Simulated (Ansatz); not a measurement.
## Molecular dynamics, with input and output: GeH5O3F (part 1 of 3)

GeH5O3F, computed with RHF/def2-SVP (Ansatz 0.2.0).

It belongs to a series of runs on one base structure; here: dynamics from the highest image of the converged band. Figures and captions count atoms from 1; the log counts them from 0 in places.

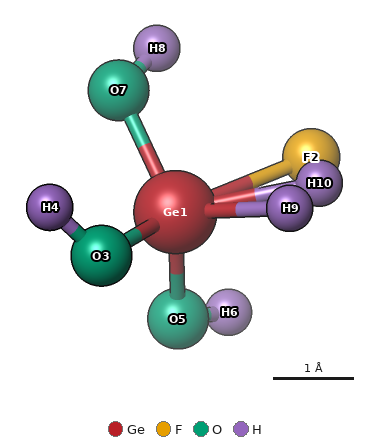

*The starting structure (ball-and-stick view, seen at a tilt; atoms are numbered from 1 in the order of the input). Sticks mark near contacts.*

**Summary**

| quantity | value |
| --- | --- |
| outcome | finished |
| mean temperature over the second half | 1771 K |
| trajectory | 200 steps, 100 fs |
| ensemble | nve |
| temperature in the input | 300.0 K |
| time step | 0.5 fs |
| potential energy (last step) | −65357.1582 eV |
| mean-field energy (last step) | −65357.1582 eV |
| largest force (length of the vector) (last step) | 2.761 eV/Å |
| hardware | 2 threads of Arm Neoverse V1, 24 GiB of memory available, shared host |
| wall time | 5.5 min (CPU time 11 min) |
| peak memory | 0.25 GiB |

So short a trajectory is not equilibrated.

**The input**
```yaml
crystal:
  periodic: [false, false, false]
  atoms:
    - { symbol: Ge, position_ang: [0.163215, 0.073853, -0.160546] }
    - { symbol: F, position_ang: [-0.914397, 0.636568, 1.515672] }
    - { symbol: O, position_ang: [1.602496, -0.100696, -1.116127] }
    - { symbol: H, position_ang: [1.928693, -0.984674, -1.201697] }
    - { symbol: O, position_ang: [-0.848176, 1.125338, -1.073931] }
    - { symbol: H, position_ang: [-1.586968, 1.470208, -0.593147] }
    - { symbol: O, position_ang: [-0.236969, -1.560073, 0.240586] }
    - { symbol: H, position_ang: [-0.911881, -1.657943, 0.897088] }
    - { symbol: H, position_ang: [1.11121, 0.956436, 1.052492] }
    - { symbol: H, position_ang: [0.297577, 0.952286, 1.47851] }
basis:
  gaussian: { orbitals: def2-SVP }
hamiltonian:
  xc: hf
md:
  timestep: 0.5
  n_steps: 200
  ensemble: nve
  temperature: 300.0
  initial_velocities: maxwell_boltzmann
  seed: 9404
```

Command:
```bash
ansatz run input.yaml --threads 2 --pin off --max-ram 3072MiB --backend cpu --events-out ev --progress --plain --runs-dir out
```

**Output**
```
Engine: ansatz 0.2.0, aarch64-unknown-linux-gnu
Functional definition: HF
  exchange = exact_x
  correlation = 0
1172 factors; integrals over basis functions are off by at most 3.8e-4 eV
mean field evaluation 1: about -65349.9464 eV, gradient 5.6e1 eV
mean field evaluation 2: about -65350.0079 eV, gradient 5.6e1 eV
mean field evaluation 4: about -65355.6539 eV, gradient 3.0e0 eV
mean field evaluation 8: about -65355.6886 eV, gradient 1.4e-4 eV
mean field -65355.68857538 eV, -2401.7772554684 hartree, gradient 1.8e-5 eV, S^2 0.000000; 0 other end points of the search recorded, 0 dependent functions left out
the calculation of the forces begins
reference -65355.68857538 eV, -2401.7772554684 hartree; 35, 35 occupied and 78, 78 virtual orbitals, 1172 factors
md step     0: t =     0.00 fs  T =   300.0 K  F+E_penalty+E_count = -65355.68857538 eV  E_kin = 0.310224 eV  conserved = -65355.37835138 eV  (35 SCF iters)
these checks for a lower state are left out or cut short: starts, cluster_reference, orbital_swaps, neighbouring_geometries, increment
1172 factors; integrals over basis functions are off by at most 4.0e-4 eV
mean field evaluation 16: about -65355.6757 eV, gradient 4.3e-3 eV
mean field -65355.67567893 eV, -2401.7767815327 hartree, gradient 5.2e-5 eV, S^2 0.000000; 0 other end points of the search recorded, 0 dependent functions left out
the calculation of the forces begins
reference -65355.67567893 eV, -2401.7767815327 hartree; 35, 35 occupied and 78, 78 virtual orbitals, 1172 factors
md step     1: t =     0.50 fs  T =   288.1 K  F+E_penalty+E_count = -65355.67567893 eV  E_kin = 0.297947 eV  conserved = -65355.37773228 eV  (34 SCF iters)
[... from here on the SCF iterations and repeated set-up lines of each step are left out, up to the last step ...]
md step     2: t =     1.00 fs  T =   259.1 K  F+E_penalty+E_count = -65355.64464950 eV  E_kin = 0.267913 eV  conserved = -65355.37673688 eV  (34 SCF iters)
md step     3: t =     1.50 fs  T =   226.9 K  F+E_penalty+E_count = -65355.61050075 eV  E_kin = 0.234646 eV  conserved = -65355.37585428 eV  (34 SCF iters)
md step     4: t =     2.00 fs  T =   204.6 K  F+E_penalty+E_count = -65355.58698297 eV  E_kin = 0.211612 eV  conserved = -65355.37537059 eV  (34 SCF iters)
md step     5: t =     2.50 fs  T =   199.5 K  F+E_penalty+E_count = -65355.58174912 eV  E_kin = 0.206351 eV  conserved = -65355.37539851 eV  (34 SCF iters)
md step     6: t =     3.00 fs  T =   211.2 K  F+E_penalty+E_count = -65355.59436783 eV  E_kin = 0.218448 eV  conserved = -65355.37591954 eV  (34 SCF iters)
md step     7: t =     3.50 fs  T =   232.0 K  F+E_penalty+E_count = -65355.61668642 eV  E_kin = 0.239920 eV  conserved = -65355.37676684 eV  (34 SCF iters)
md step     8: t =     4.00 fs  T =   249.7 K  F+E_penalty+E_count = -65355.63576656 eV  E_kin = 0.258198 eV  conserved = -65355.37756841 eV  (34 SCF iters)
md step     9: t =     4.50 fs  T =   253.6 K  F+E_penalty+E_count = -65355.64000295 eV  E_kin = 0.262228 eV  conserved = -65355.37777502 eV  (34 SCF iters)
md step    10: t =     5.00 fs  T =   242.3 K  F+E_penalty+E_count = -65355.62752003 eV  E_kin = 0.250547 eV  conserved = -65355.37697312 eV  (34 SCF iters)
md step    11: t =     5.50 fs  T =   228.5 K  F+E_penalty+E_count = -65355.61171306 eV  E_kin = 0.236242 eV  conserved = -65355.37547081 eV  (34 SCF iters)
md step    12: t =     6.00 fs  T =   233.3 K  F+E_penalty+E_count = -65355.61572541 eV  E_kin = 0.241292 eV  conserved = -65355.37443302 eV  (34 SCF iters)
md step    13: t =     6.50 fs  T =   271.1 K  F+E_penalty+E_count = -65355.65513039 eV  E_kin = 0.280309 eV  conserved = -65355.37482173 eV  (33 SCF iters)
md step    14: t =     7.00 fs  T =   336.6 K  F+E_penalty+E_count = -65355.72425937 eV  E_kin = 0.348024 eV  conserved = -65355.37623569 eV  (34 SCF iters)
md step    15: t =     7.50 fs  T =   410.5 K  F+E_penalty+E_count = -65355.80189986 eV  E_kin = 0.424466 eV  conserved = -65355.37743434 eV  (33 SCF iters)
md step    16: t =     8.00 fs  T =   475.4 K  F+E_penalty+E_count = -65355.86930634 eV  E_kin = 0.491578 eV  conserved = -65355.37772860 eV  (33 SCF iters)
md step    17: t =     8.50 fs  T =   525.9 K  F+E_penalty+E_count = -65355.92115364 eV  E_kin = 0.543777 eV  conserved = -65355.37737691 eV  (33 SCF iters)
md step    18: t =     9.00 fs  T =   566.4 K  F+E_penalty+E_count = -65355.96275534 eV  E_kin = 0.585731 eV  conserved = -65355.37702425 eV  (33 SCF iters)
md step    19: t =     9.50 fs  T =   603.2 K  F+E_penalty+E_count = -65356.00087843 eV  E_kin = 0.623785 eV  conserved = -65355.37709302 eV  (33 SCF iters)
md step    20: t =    10.00 fs  T =   638.1 K  F+E_penalty+E_count = -65356.03730565 eV  E_kin = 0.659842 eV  conserved = -65355.37746397 eV  (55 SCF iters)
md step    21: t =    10.50 fs  T =   669.7 K  F+E_penalty+E_count = -65356.07007238 eV  E_kin = 0.692516 eV  conserved = -65355.37755617 eV  (33 SCF iters)
md step    22: t =    11.00 fs  T =   700.0 K  F+E_penalty+E_count = -65356.10086535 eV  E_kin = 0.723818 eV  conserved = -65355.37704742 eV  (33 SCF iters)
md step    23: t =    11.50 fs  T =   736.4 K  F+E_penalty+E_count = -65356.13825965 eV  E_kin = 0.761529 eV  conserved = -65355.37673091 eV  (33 SCF iters)
md step    24: t =    12.00 fs  T =   781.9 K  F+E_penalty+E_count = -65356.18632710 eV  E_kin = 0.808552 eV  conserved = -65355.37777474 eV  (33 SCF iters)
md step    25: t =    12.50 fs  T =   822.5 K  F+E_penalty+E_count = -65356.23013797 eV  E_kin = 0.850539 eV  conserved = -65355.37959862 eV  (33 SCF iters)
md step    26: t =    13.00 fs  T =   836.5 K  F+E_penalty+E_count = -65356.24513958 eV  E_kin = 0.865022 eV  conserved = -65355.38011802 eV  (33 SCF iters)
md step    27: t =    13.50 fs  T =   819.2 K  F+E_penalty+E_count = -65356.22572487 eV  E_kin = 0.847150 eV  conserved = -65355.37857487 eV  (33 SCF iters)
md step    28: t =    14.00 fs  T =   791.9 K  F+E_penalty+E_count = -65356.19537607 eV  E_kin = 0.818863 eV  conserved = -65355.37651286 eV  (33 SCF iters)
md step    29: t =    14.50 fs  T =   782.7 K  F+E_penalty+E_count = -65356.18508040 eV  E_kin = 0.809401 eV  conserved = -65355.37567919 eV  (33 SCF iters)
md step    30: t =    15.00 fs  T =   804.7 K  F+E_penalty+E_count = -65356.20830013 eV  E_kin = 0.832167 eV  conserved = -65355.37613310 eV  (33 SCF iters)
md step    31: t =    15.50 fs  T =   853.0 K  F+E_penalty+E_count = -65356.25898679 eV  E_kin = 0.882116 eV  conserved = -65355.37687075 eV  (34 SCF iters)
md step    32: t =    16.00 fs  T =   916.9 K  F+E_penalty+E_count = -65356.32548229 eV  E_kin = 0.948189 eV  conserved = -65355.37729333 eV  (34 SCF iters)
md step    33: t =    16.50 fs  T =   988.5 K  F+E_penalty+E_count = -65356.39974430 eV  E_kin = 1.022178 eV  conserved = -65355.37756674 eV  (34 SCF iters)
md step    34: t =    17.00 fs  T =  1061.5 K  F+E_penalty+E_count = -65356.47574799 eV  E_kin = 1.097669 eV  conserved = -65355.37807881 eV  (34 SCF iters)
md step    35: t =    17.50 fs  T =  1127.0 K  F+E_penalty+E_count = -65356.54425563 eV  E_kin = 1.165359 eV  conserved = -65355.37889667 eV  (33 SCF iters)
md step    36: t =    18.00 fs  T =  1172.7 K  F+E_penalty+E_count = -65356.59220142 eV  E_kin = 1.212695 eV  conserved = -65355.37950614 eV  (32 SCF iters)
md step    37: t =    18.50 fs  T =  1190.9 K  F+E_penalty+E_count = -65356.61056543 eV  E_kin = 1.231529 eV  conserved = -65355.37903631 eV  (32 SCF iters)
md step    38: t =    19.00 fs  T =  1188.7 K  F+E_penalty+E_count = -65356.60650439 eV  E_kin = 1.229162 eV  conserved = -65355.37734212 eV  (32 SCF iters)
md step    39: t =    19.50 fs  T =  1187.5 K  F+E_penalty+E_count = -65356.60395852 eV  E_kin = 1.227933 eV  conserved = -65355.37602561 eV  (33 SCF iters)
md step    40: t =    20.00 fs  T =  1202.9 K  F+E_penalty+E_count = -65356.62073560 eV  E_kin = 1.243868 eV  conserved = -65355.37686716 eV  (33 SCF iters)
md step    41: t =    20.50 fs  T =  1224.5 K  F+E_penalty+E_count = -65356.64513966 eV  E_kin = 1.266236 eV  conserved = -65355.37890389 eV  (33 SCF iters)
md step    42: t =    21.00 fs  T =  1228.2 K  F+E_penalty+E_count = -65356.64958404 eV  E_kin = 1.270086 eV  conserved = -65355.37949845 eV  (32 SCF iters)
md step    43: t =    21.50 fs  T =  1207.3 K  F+E_penalty+E_count = -65356.62644861 eV  E_kin = 1.248444 eV  conserved = -65355.37800493 eV  (33 SCF iters)
md step    44: t =    22.00 fs  T =  1181.1 K  F+E_penalty+E_count = -65356.59751202 eV  E_kin = 1.221324 eV  conserved = -65355.37618770 eV  (33 SCF iters)
md step    45: t =    22.50 fs  T =  1174.2 K  F+E_penalty+E_count = -65356.58980673 eV  E_kin = 1.214190 eV  conserved = -65355.37561719 eV  (33 SCF iters)
md step    46: t =    23.00 fs  T =  1196.0 K  F+E_penalty+E_count = -65356.61289026 eV  E_kin = 1.236781 eV  conserved = -65355.37610966 eV  (33 SCF iters)
md step    47: t =    23.50 fs  T =  1241.1 K  F+E_penalty+E_count = -65356.66011445 eV  E_kin = 1.283410 eV  conserved = -65355.37670488 eV  (32 SCF iters)
md step    48: t =    24.00 fs  T =  1300.5 K  F+E_penalty+E_count = -65356.72186928 eV  E_kin = 1.344822 eV  conserved = -65355.37704748 eV  (33 SCF iters)
md step    49: t =    24.50 fs  T =  1367.4 K  F+E_penalty+E_count = -65356.79142424 eV  E_kin = 1.413953 eV  conserved = -65355.37747166 eV  (33 SCF iters)
md step    50: t =    25.00 fs  T =  1433.8 K  F+E_penalty+E_count = -65356.86095778 eV  E_kin = 1.482635 eV  conserved = -65355.37832276 eV  (33 SCF iters)
md step    51: t =    25.50 fs  T =  1487.2 K  F+E_penalty+E_count = -65356.91724776 eV  E_kin = 1.537889 eV  conserved = -65355.37935904 eV  (34 SCF iters)
md step    52: t =    26.00 fs  T =  1514.6 K  F+E_penalty+E_count = -65356.94589923 eV  E_kin = 1.566268 eV  conserved = -65355.37963162 eV  (33 SCF iters)
md step    53: t =    26.50 fs  T =  1515.1 K  F+E_penalty+E_count = -65356.94507913 eV  E_kin = 1.566732 eV  conserved = -65355.37834686 eV  (33 SCF iters)
md step    54: t =    27.00 fs  T =  1507.5 K  F+E_penalty+E_count = -65356.93530187 eV  E_kin = 1.558828 eV  conserved = -65355.37647435 eV  (53 SCF iters)
md step    55: t =    27.50 fs  T =  1515.7 K  F+E_penalty+E_count = -65356.94381386 eV  E_kin = 1.567346 eV  conserved = -65355.37646774 eV  (32 SCF iters)
md step    56: t =    28.00 fs  T =  1539.7 K  F+E_penalty+E_count = -65356.97090512 eV  E_kin = 1.592203 eV  conserved = -65355.37870185 eV  (32 SCF iters)
md step    57: t =    28.50 fs  T =  1552.5 K  F+E_penalty+E_count = -65356.98575387 eV  E_kin = 1.605381 eV  conserved = -65355.38037246 eV  (32 SCF iters)
md step    58: t =    29.00 fs  T =  1533.5 K  F+E_penalty+E_count = -65356.96513765 eV  E_kin = 1.585785 eV  conserved = -65355.37935271 eV  (32 SCF iters)
md step    59: t =    29.50 fs  T =  1496.1 K  F+E_penalty+E_count = -65356.92372062 eV  E_kin = 1.547056 eV  conserved = -65355.37666420 eV  (33 SCF iters)
md step    60: t =    30.00 fs  T =  1475.6 K  F+E_penalty+E_count = -65356.90065118 eV  E_kin = 1.525850 eV  conserved = -65355.37480115 eV  (33 SCF iters)
md step    61: t =    30.50 fs  T =  1497.8 K  F+E_penalty+E_count = -65356.92386669 eV  E_kin = 1.548837 eV  conserved = -65355.37503005 eV  (33 SCF iters)
md step    62: t =    31.00 fs  T =  1561.0 K  F+E_penalty+E_count = -65356.99077586 eV  E_kin = 1.614177 eV  conserved = -65355.37659921 eV  (34 SCF iters)
md step    63: t =    31.50 fs  T =  1643.6 K  F+E_penalty+E_count = -65357.07773092 eV  E_kin = 1.699576 eV  conserved = -65355.37815498 eV  (33 SCF iters)
md step    64: t =    32.00 fs  T =  1721.5 K  F+E_penalty+E_count = -65357.15934821 eV  E_kin = 1.780171 eV  conserved = -65355.37917768 eV  (33 SCF iters)
md step    65: t =    32.50 fs  T =  1777.2 K  F+E_penalty+E_count = -65357.21756641 eV  E_kin = 1.837719 eV  conserved = -65355.37984764 eV  (33 SCF iters)
md step    66: t =    33.00 fs  T =  1799.0 K  F+E_penalty+E_count = -65357.24055569 eV  E_kin = 1.860327 eV  conserved = -65355.38022866 eV  (35 SCF iters)
md step    67: t =    33.50 fs  T =  1782.5 K  F+E_penalty+E_count = -65357.22293194 eV  E_kin = 1.843203 eV  conserved = -65355.37972904 eV  (34 SCF iters)
md step    68: t =    34.00 fs  T =  1737.5 K  F+E_penalty+E_count = -65357.17441601 eV  E_kin = 1.796763 eV  conserved = -65355.37765311 eV  (34 SCF iters)
md step    69: t =    34.50 fs  T =  1695.2 K  F+E_penalty+E_count = -65357.12788140 eV  E_kin = 1.752999 eV  conserved = -65355.37488251 eV  (34 SCF iters)
md step    70: t =    35.00 fs  T =  1692.2 K  F+E_penalty+E_count = -65357.12400409 eV  E_kin = 1.749824 eV  conserved = -65355.37417972 eV  (34 SCF iters)
md step    71: t =    35.50 fs  T =  1736.3 K  F+E_penalty+E_count = -65357.17219983 eV  E_kin = 1.795471 eV  conserved = -65355.37672862 eV  (33 SCF iters)
md step    72: t =    36.00 fs  T =  1794.2 K  F+E_penalty+E_count = -65357.23526840 eV  E_kin = 1.855317 eV  conserved = -65355.37995125 eV  (33 SCF iters)
md step    73: t =    36.50 fs  T =  1822.6 K  F+E_penalty+E_count = -65357.26560248 eV  E_kin = 1.884761 eV  conserved = -65355.38084153 eV  (34 SCF iters)
md step    74: t =    37.00 fs  T =  1808.6 K  F+E_penalty+E_count = -65357.24923169 eV  E_kin = 1.870272 eV  conserved = -65355.37896008 eV  (34 SCF iters)
md step    75: t =    37.50 fs  T =  1776.7 K  F+E_penalty+E_count = -65357.21340267 eV  E_kin = 1.837295 eV  conserved = -65355.37610783 eV  (34 SCF iters)
md step    76: t =    38.00 fs  T =  1766.1 K  F+E_penalty+E_count = -65357.20070639 eV  E_kin = 1.826264 eV  conserved = -65355.37444287 eV  (35 SCF iters)
md step    77: t =    38.50 fs  T =  1800.4 K  F+E_penalty+E_count = -65357.23664954 eV  E_kin = 1.861760 eV  conserved = -65355.37488980 eV  (35 SCF iters)
md step    78: t =    39.00 fs  T =  1874.6 K  F+E_penalty+E_count = -65357.31521233 eV  E_kin = 1.938498 eV  conserved = -65355.37671409 eV  (35 SCF iters)
md step    79: t =    39.50 fs  T =  1962.9 K  F+E_penalty+E_count = -65357.40855249 eV  E_kin = 2.029827 eV  conserved = -65355.37872583 eV  (34 SCF iters)
md step    80: t =    40.00 fs  T =  2035.0 K  F+E_penalty+E_count = -65357.48466138 eV  E_kin = 2.104323 eV  conserved = -65355.38033887 eV  (35 SCF iters)
md step    81: t =    40.50 fs  T =  2066.0 K  F+E_penalty+E_count = -65357.51776053 eV  E_kin = 2.136444 eV  conserved = -65355.38131699 eV  (35 SCF iters)
md step    82: t =    41.00 fs  T =  2043.1 K  F+E_penalty+E_count = -65357.49374209 eV  E_kin = 2.112686 eV  conserved = -65355.38105584 eV  (34 SCF iters)
md step    83: t =    41.50 fs  T =  1973.5 K  F+E_penalty+E_count = -65357.41959024 eV  E_kin = 2.040783 eV  conserved = -65355.37880722 eV  (23 SCF iters)
md step    84: t =    42.00 fs  T =  1892.4 K  F+E_penalty+E_count = -65357.33224903 eV  E_kin = 1.956924 eV  conserved = -65355.37532471 eV  (24 SCF iters)
md step    85: t =    42.50 fs  T =  1848.1 K  F+E_penalty+E_count = -65357.28460143 eV  E_kin = 1.911085 eV  conserved = -65355.37351597 eV  (24 SCF iters)
md step    86: t =    43.00 fs  T =  1864.4 K  F+E_penalty+E_count = -65357.30321267 eV  E_kin = 1.927962 eV  conserved = -65355.37525100 eV  (24 SCF iters)
md step    87: t =    43.50 fs  T =  1918.7 K  F+E_penalty+E_count = -65357.36269470 eV  E_kin = 1.984050 eV  conserved = -65355.37864492 eV  (27 SCF iters)
md step    88: t =    44.00 fs  T =  1964.7 K  F+E_penalty+E_count = -65357.41235476 eV  E_kin = 2.031676 eV  conserved = -65355.38067885 eV  (24 SCF iters)
md step    89: t =    44.50 fs  T =  1972.6 K  F+E_penalty+E_count = -65357.42017249 eV  E_kin = 2.039828 eV  conserved = -65355.38034400 eV  (24 SCF iters)
md step    90: t =    45.00 fs  T =  1945.5 K  F+E_penalty+E_count = -65357.39010251 eV  E_kin = 2.011775 eV  conserved = -65355.37832798 eV  (24 SCF iters)
md step    91: t =    45.50 fs  T =  1911.3 K  F+E_penalty+E_count = -65357.35249730 eV  E_kin = 1.976414 eV  conserved = -65355.37608310 eV  (24 SCF iters)
md step    92: t =    46.00 fs  T =  1901.4 K  F+E_penalty+E_count = -65357.34138439 eV  E_kin = 1.966245 eV  conserved = -65355.37513904 eV  (24 SCF iters)
md step    93: t =    46.50 fs  T =  1928.9 K  F+E_penalty+E_count = -65357.37073795 eV  E_kin = 1.994626 eV  conserved = -65355.37611194 eV  (24 SCF iters)
md step    94: t =    47.00 fs  T =  1979.6 K  F+E_penalty+E_count = -65357.42528439 eV  E_kin = 2.047095 eV  conserved = -65355.37818953 eV  (23 SCF iters)
md step    95: t =    47.50 fs  T =  2023.1 K  F+E_penalty+E_count = -65357.47213460 eV  E_kin = 2.091996 eV  conserved = -65355.38013875 eV  (24 SCF iters)
md step    96: t =    48.00 fs  T =  2029.4 K  F+E_penalty+E_count = -65357.47978182 eV  E_kin = 2.098604 eV  conserved = -65355.38117818 eV  (23 SCF iters)
md step    97: t =    48.50 fs  T =  1983.5 K  F+E_penalty+E_count = -65357.43179817 eV  E_kin = 2.051079 eV  conserved = -65355.38071936 eV  (24 SCF iters)
md step    98: t =    49.00 fs  T =  1894.1 K  F+E_penalty+E_count = -65357.33686380 eV  E_kin = 1.958616 eV  conserved = -65355.37824786 eV  (24 SCF iters)
md step    99: t =    49.50 fs  T =  1798.8 K  F+E_penalty+E_count = -65357.23466513 eV  E_kin = 1.860090 eV  conserved = -65355.37457527 eV  (24 SCF iters)
md step   100: t =    50.00 fs  T =  1748.3 K  F+E_penalty+E_count = -65357.18049314 eV  E_kin = 1.807835 eV  conserved = -65355.37265856 eV  (24 SCF iters)
md step   101: t =    50.50 fs  T =  1767.7 K  F+E_penalty+E_count = -65357.20237700 eV  E_kin = 1.827921 eV  conserved = -65355.37445567 eV  (24 SCF iters)
md step   102: t =    51.00 fs  T =  1833.5 K  F+E_penalty+E_count = -65357.27403835 eV  E_kin = 1.895967 eV  conserved = -65355.37807093 eV  (24 SCF iters)
md step   103: t =    51.50 fs  T =  1896.0 K  F+E_penalty+E_count = -65357.34106921 eV  E_kin = 1.960627 eV  conserved = -65355.38044268 eV  (24 SCF iters)
md step   104: t =    52.00 fs  T =  1919.6 K  F+E_penalty+E_count = -65357.36560454 eV  E_kin = 1.985027 eV  conserved = -65355.38057781 eV  (24 SCF iters)
md step   105: t =    52.50 fs  T =  1900.2 K  F+E_penalty+E_count = -65357.34401177 eV  E_kin = 1.964977 eV  conserved = -65355.37903473 eV  (24 SCF iters)
```
